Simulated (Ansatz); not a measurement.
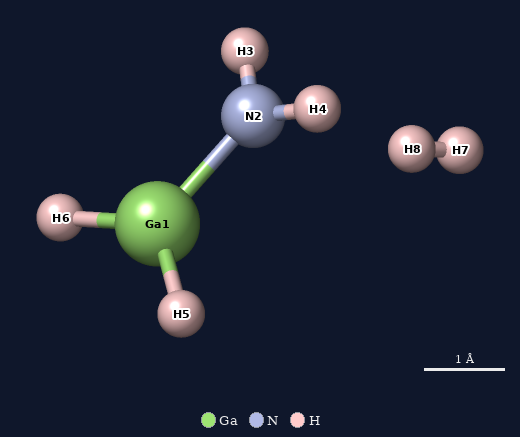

*The starting structure (ball-and-stick view, seen at a tilt; atoms are numbered from 1 in the order of the input). Sticks mark near contacts.*

Bond lengths as drawn: Ga–H 1.56 Å, Ga–N 1.82 Å, H–H 0.76 Å and H–N 1.01 Å.

Run report: GaNH₆, nudged elastic band

The run: nudged elastic band of GaNH₆. Method and program: RKS PBE0/def2-SVP (Ansatz 0.2.0).

One setting was made poor on purpose. It belongs to a series of runs on one base structure; here: band between the two ends. Figures and captions count atoms from 1; the log counts them from 0 in places.

**The input**
```yaml
crystal:
  periodic: [false, false, false]
  atoms:
    - { symbol: Ga, position_ang: [0.102649, -0.822618, 0.057217] }
    - { symbol: "N", position_ang: [0.003188, -0.058867, 1.701207] }
    - { symbol: H, position_ang: [-0.852065, 0.029707, 2.237296] }
    - { symbol: H, position_ang: [0.80757, 0.238192, 2.241035] }
    - { symbol: H, position_ang: [1.526555, -0.937335, -0.576878] }
    - { symbol: H, position_ang: [-1.246219, -1.284193, -0.583274] }
    - { symbol: H, position_ang: [-0.427049, 3.361923, 1.759309] }
    - { symbol: H, position_ang: [-0.331928, 2.611688, 1.659389] }
basis:
  gaussian: { orbitals: def2-SVP }
hamiltonian:
  xc: pbe0
neb:
  order_check: false
  images: 5
  f_tol: 0.03
  max_iterations: 60
  initial_path: linear
  final_atoms:
    - { symbol: Ga, position_ang: [-0.04179233, 0.37716744, -0.06753782] }
    - { symbol: "N", position_ang: [-0.06138958, 0.40404841, 2.09448815] }
    - { symbol: H, position_ang: [-0.79971146, -0.19312332, 2.46534608] }
    - { symbol: H, position_ang: [0.82516079, 0.07640497, 2.47653197] }
    - { symbol: H, position_ang: [1.39405607, -0.25385486, -0.28602564] }
    - { symbol: H, position_ang: [-1.30258726, -0.55056861, -0.30695637] }
    - { symbol: H, position_ang: [-0.21070893, 1.93035666, -0.32562947] }
    - { symbol: H, position_ang: [-0.22032629, 1.34806629, 2.44508411] }
```

Hardware: 2 threads of Arm Neoverse V1, 24 GiB of memory available, shared host.

Launch command:
```bash
ansatz run input.yaml --threads 2 --pin off --max-ram 3072MiB --backend cpu --events-out ev --progress --plain --runs-dir out
```

**What the program printed**
```
Engine: ansatz 0.2.0, aarch64-unknown-linux-gnu
Functional definition: PBE0
  parameter a = 0.25
  parameter kappa = 0.804
  parameter beta = 0.06672455060314922
  exchange = (1 - a)*pbe_x(kappa = kappa, mu = beta*pi^2/3) + a*exact_x
  correlation = pbe_c(beta = beta)
826 factors; integrals over basis functions are off by at most 2.9e-4 eV
mean field evaluation 1: about -53942.4211 eV, gradient 5.5e1 eV
mean field evaluation 2: about -53921.3614 eV, gradient 1.0e2 eV
mean field evaluation 4: about -53948.4009 eV, gradient 3.8e0 eV
mean field evaluation 8: about -53948.4226 eV, gradient 1.6e-2 eV
mean field -53948.42259912 eV, -1982.5679629635 hartree, gradient 2.1e-5 eV, S^2 0.000000; 0 other end points of the search recorded, 0 dependent functions left out
the calculation of the forces begins
reference -53948.42262845 eV, -1982.5679640412 hartree; 22, 22 occupied and 54, 54 virtual orbitals, 826 factors
826 factors; integrals over basis functions are off by at most 1.5e-3 eV
mean field evaluation 16: about -53943.6257 eV, gradient 5.4e1 eV
mean field -53949.21723836 eV, -1982.5971654169 hartree, gradient 3.8e-5 eV, S^2 0.000000; 0 other end points of the search recorded, 0 dependent functions left out
[... from here on the field's lines of each further geometry are left out, up to the last ...]
NEB iter   1: max|band force component| = 5.714e0 eV/Å  barrier→ = 3.7297 eV  barrier← = 4.5244 eV  Δτ_max = 0.2000 Å  (172 SCF iters)
NEB iter   2: max|band force component| = 3.150e0 eV/Å  barrier→ = 2.4485 eV  barrier← = 3.2432 eV  Δτ_max = 0.2000 Å  (141 SCF iters)
NEB iter   3: max|band force component| = 3.075e0 eV/Å  barrier→ = 1.7907 eV  barrier← = 2.5853 eV  Δτ_max = 0.1020 Å  (132 SCF iters)
NEB iter   4: max|band force component| = 2.934e0 eV/Å  barrier→ = 1.3617 eV  barrier← = 2.1564 eV  Δτ_max = 0.2000 Å  (126 SCF iters)
NEB iter   5: max|band force component| = 1.580e0 eV/Å  barrier→ = 0.9365 eV  barrier← = 1.7312 eV  Δτ_max = 0.1022 Å  (132 SCF iters)
NEB iter   6: max|band force component| = 7.059e-1 eV/Å  barrier→ = 1.0109 eV  barrier← = 1.8056 eV  Δτ_max = 0.2000 Å  (122 SCF iters)
NEB iter   7: max|band force component| = 2.119e0 eV/Å  barrier→ = 1.0046 eV  barrier← = 1.7992 eV  Δτ_max = 0.1022 Å  (129 SCF iters)
NEB iter   8: max|band force component| = 8.975e-1 eV/Å  barrier→ = 0.8690 eV  barrier← = 1.6637 eV  Δτ_max = 0.1115 Å  (128 SCF iters)
NEB iter   9: max|band force component| = 6.590e-1 eV/Å  barrier→ = 0.7543 eV  barrier← = 1.5490 eV  CI = image 4  Δτ_max = 0.1916 Å  (128 SCF iters)
NEB iter  10: max|band force component| = 6.104e-1 eV/Å  barrier→ = 0.8559 eV  barrier← = 1.6505 eV  CI = image 4  Δτ_max = 0.0899 Å  (128 SCF iters)
NEB iter  11: max|band force component| = 3.976e-1 eV/Å  barrier→ = 0.8300 eV  barrier← = 1.6246 eV  CI = image 4  Δτ_max = 0.0337 Å  (119 SCF iters)
NEB iter  12: max|band force component| = 8.044e-2 eV/Å  barrier→ = 0.8320 eV  barrier← = 1.6266 eV  CI = image 4  Δτ_max = 0.0127 Å  (115 SCF iters)
NEB iter  13: max|band force component| = 4.401e-2 eV/Å  barrier→ = 0.8319 eV  barrier← = 1.6266 eV  CI = image 4  Δτ_max = 0.0062 Å  (106 SCF iters)
the calculation of the forces begins
reference -53948.94849391 eV, -1982.5872892406 hartree; 22, 22 occupied and 54, 54 virtual orbitals, 826 factors
826 factors; integrals over basis functions are off by at most 8.4e-4 eV
mean field evaluation 544: about -53942.3886 eV, gradient 5.2e1 eV
mean field -53947.59075861 eV, -1982.5373933887 hartree, gradient 5.8e-5 eV, S^2 0.000000; 1 other end points of the search recorded, 0 dependent functions left out
the calculation of the forces begins
reference -53947.59078691 eV, -1982.5373944286 hartree; 22, 22 occupied and 54, 54 virtual orbitals, 826 factors
NEB iter  14: max|band force component| = 2.140e-2 eV/Å  barrier→ = 0.8318 eV  barrier← = 1.6265 eV  CI = image 4  Δτ_max = 0.0000 Å  (220 SCF iters)
```

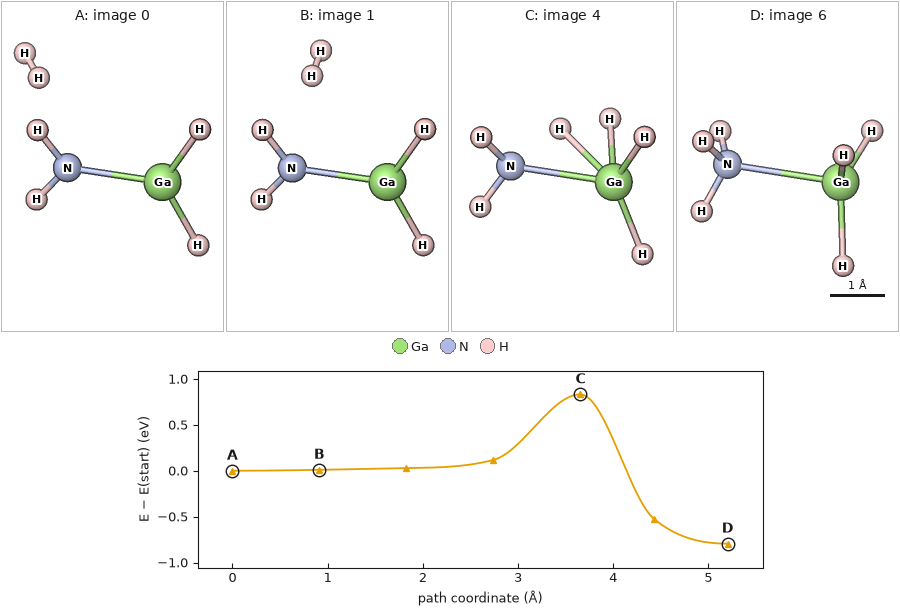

*Images of the last band (counted from 0; ball-and-stick, seen at a tilt) above the energy along the path; the line is a cubic interpolation that uses the forces.*

The highest image is number 4, 0.832 eV above the start and 1.626 eV above the end (the climbing image); the end lies 0.795 eV below the start. The path is 5.20 Å long. The band converged in 14 iterations.

```
Total energy: -53947.59078691 eV, -1982.5373944286 hartree
Atom 0 at    -0.034860     0.285220     0.101632 Å, force    -0.002303     0.003284     0.005214 eV/Å
Atom 1 at    -0.004205    -0.004315     2.051255 Å, force    -0.003721     0.014395    -0.019991 eV/Å
Atom 2 at    -0.782847    -0.482897     2.498176 Å, force     0.006201    -0.004110     0.009202 eV/Å
Atom 3 at     0.865639    -0.270077     2.507034 Å, force    -0.002683    -0.006646     0.005397 eV/Å
Atom 4 at     1.382218     0.306857    -0.556248 Å, force    -0.001717     0.000331     0.002284 eV/Å
Atom 5 at    -1.410170    -0.050145    -0.560083 Å, force     0.003365     0.000989     0.000296 eV/Å
Atom 6 at    -0.254834     1.987651     0.852228 Å, force     0.000438    -0.000267    -0.006244 eV/Å
Atom 7 at    -0.178239     1.366203     1.601308 Å, force     0.000421    -0.007975     0.003843 eV/Å
Dipole moment:     0.029595    -0.235230     0.331343 e Å
this run last wrote the band of iteration 14 to [file]
```

**The last band as extended XYZ (Å, eV, eV/Å)**
```
8
Properties=species:S:1:pos:R:3:forces:R:3 image=0 energy=-53948.42260
Ga    0.1026   -0.8226    0.0572    0.0002  -0.0003   0.0006
N     0.0032   -0.0589    1.7012   -0.0002   0.0003   0.0003
H    -0.8521    0.0297    2.2373   -0.0004   0.0004  -0.0007
H     0.8076    0.2382    2.2410    0.0005  -0.0002  -0.0006
H     1.5266   -0.9373   -0.5769    0.0002  -0.0001  -0.0002
H    -1.2462   -1.2842   -0.5833   -0.0002  -0.0006  -0.0002
H    -0.4270    3.3619    1.7593    0.0000   0.0010   0.0008
H    -0.3319    2.6117    1.6594   -0.0002  -0.0005  -0.0001
8
Properties=species:S:1:pos:R:3:forces:R:3 image=1 energy=-53948.41257
Ga    0.0669   -0.5296    0.0280    0.0006  -0.0045  -0.0027
N     0.0303   -0.2717    1.8241   -0.0005   0.0031  -0.0002
H    -0.8070   -0.3295    2.3918   -0.0008   0.0047  -0.0036
H     0.8528   -0.1175    2.3952   -0.0003   0.0047  -0.0036
H     1.4663   -0.4432   -0.6625    0.0010  -0.0072  -0.0021
H    -1.3064   -0.7974   -0.6683    0.0008  -0.0072  -0.0021
H    -0.4072    3.1880    1.5371   -0.0006   0.0044   0.0101
H    -0.3129    2.4394    1.6500   -0.0003   0.0019   0.0041
8
Properties=species:S:1:pos:R:3:forces:R:3 image=2 energy=-53948.39425
Ga    0.0322   -0.2559    0.0948    0.0010  -0.0062  -0.0016
N     0.0551   -0.4648    1.8968   -0.0002  -0.0015  -0.0017
H    -0.7658   -0.6527    2.4598    0.0005  -0.0007  -0.0016
H     0.8939   -0.4363    2.4641    0.0000  -0.0008  -0.0019
H     1.4078    0.0101   -0.5985    0.0008  -0.0075  -0.0020
H    -1.3623   -0.3513   -0.6049    0.0011  -0.0072  -0.0021
H    -0.3806    2.9768    1.2089   -0.0018   0.0138   0.0078
H    -0.2977    2.3127    1.5743   -0.0013   0.0100   0.0031
8
Properties=species:S:1:pos:R:3:forces:R:3 image=3 energy=-53948.30421
Ga    0.0013   -0.0041    0.1759    0.0144  -0.1105   0.0173
N     0.0498   -0.4164    1.9503    0.0142  -0.1405  -0.0141
H    -0.7689   -0.6341    2.5048    0.0034  -0.0424   0.0027
H     0.8919   -0.4198    2.5123    0.0104  -0.0411   0.0000
H     1.3649    0.3146   -0.5213   -0.0041  -0.0109   0.0171
H    -1.3963   -0.0429   -0.5257    0.0073  -0.0087   0.0157
H    -0.3133    2.4390    0.9274   -0.0205   0.1572   0.0149
H    -0.2466    1.9023    1.4717   -0.0250   0.1968  -0.0537
8
Properties=species:S:1:pos:R:3:forces:R:3 image=4 energy=-53947.59076
Ga   -0.0349    0.2852    0.1016   -0.0023   0.0033   0.0052
N    -0.0042   -0.0043    2.0513   -0.0037   0.0144  -0.0200
H    -0.7828   -0.4829    2.4982    0.0062  -0.0041   0.0092
H     0.8656   -0.2701    2.5070   -0.0027  -0.0066   0.0054
H     1.3822    0.3069   -0.5562   -0.0017   0.0003   0.0023
H    -1.4102   -0.0501   -0.5601    0.0034   0.0010   0.0003
H    -0.2548    1.9877    0.8522    0.0004  -0.0003  -0.0062
H    -0.1782    1.3662    1.6013    0.0004  -0.0080   0.0038
8
Properties=species:S:1:pos:R:3:forces:R:3 image=5 energy=-53948.94847
Ga   -0.0705    0.5776   -0.0290   -0.0412   0.3186  -0.1554
N    -0.0104    0.0335    2.0369   -0.0101   0.0819   0.0007
H    -0.7856   -0.4819    2.4498   -0.0048   0.0505  -0.0281
H     0.8648   -0.2701    2.4600   -0.0070   0.0492  -0.0300
H     1.3709    0.2602   -0.5734   -0.0092  -0.1126  -0.0143
H    -1.3836   -0.0903   -0.5813    0.0382  -0.1059  -0.0154
H    -0.2619    2.0638    0.5737   -0.0087   0.0856  -0.3915
H    -0.1409    1.0456    2.1585    0.0428  -0.3674   0.6341
8
Properties=species:S:1:pos:R:3:forces:R:3 image=6 energy=-53949.21724
Ga   -0.0864    0.7256   -0.0168   -0.0004   0.0057  -0.0242
N    -0.0206    0.0856    2.0475   -0.0007   0.0046   0.0187
H    -0.7451   -0.6041    2.2444    0.0028  -0.0029  -0.0023
H     0.8796   -0.3349    2.2759   -0.0005  -0.0004  -0.0016
H     1.3383    0.2068   -0.4738   -0.0048  -0.0028   0.0016
H    -1.3578   -0.0959   -0.4819    0.0041   0.0001   0.0026
H    -0.2618    2.2811    0.2225    0.0013  -0.0011   0.0026
H    -0.1634    0.8742    2.6775   -0.0018  -0.0032   0.0026
```

**Results in brief**

```csv
quantity,value
outcome,converged
"barrier, forward",0.832 eV
"barrier, backward",1.627 eV
wall time,97 s (CPU time 3 min)
peak memory,0.14 GiB
```

A deliberately poor setting: straight start. The order of the saddle point was not checked.
